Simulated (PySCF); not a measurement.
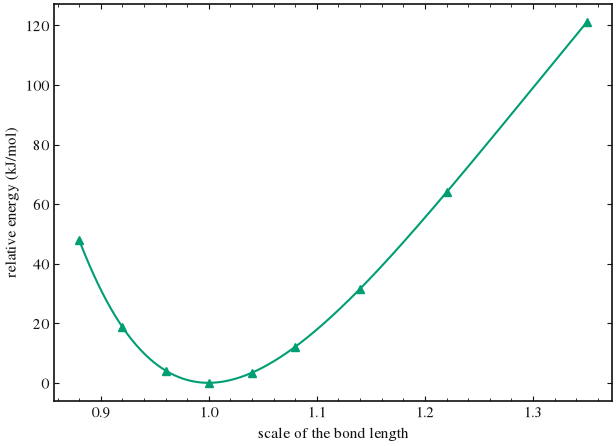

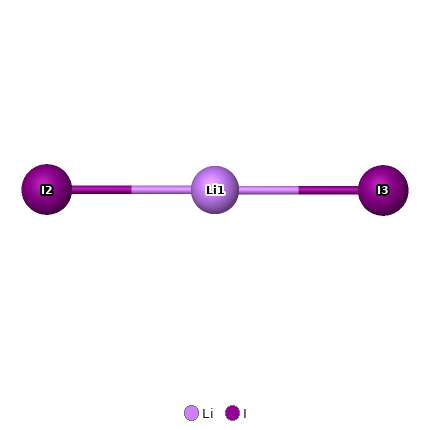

Rigid scan of LiI₂⁻, singlet, from a minimum of the shape that electron-pair counting expects: all bonds to atom 1 scaled (atom 1 is the central atom). PBE0/def2-TZVPD (ECP) in PySCF 2.14.0, restricted determinant, no spin-orbit coupling; energies counted from the minimum. Splines pass through the computed points, which are marked.

What does it cost to go to either end of the scan?

Answer. 47.8 kJ/mol at 0.88 and 121.1 kJ/mol at 1.35.

Give the values at the computed points.

Answer. In kJ/mol:
| scale of the bond length | PBE0 |
| --- | --- |
| 0.88 | 47.8 |
| 0.92 | 18.7 |
| 0.96 | 4.1 |
| 1.00 | 0.0 |
| 1.04 | 3.4 |
| 1.08 | 12.1 |
| 1.14 | 31.6 |
| 1.22 | 64.0 |
| 1.35 | 121.1 |
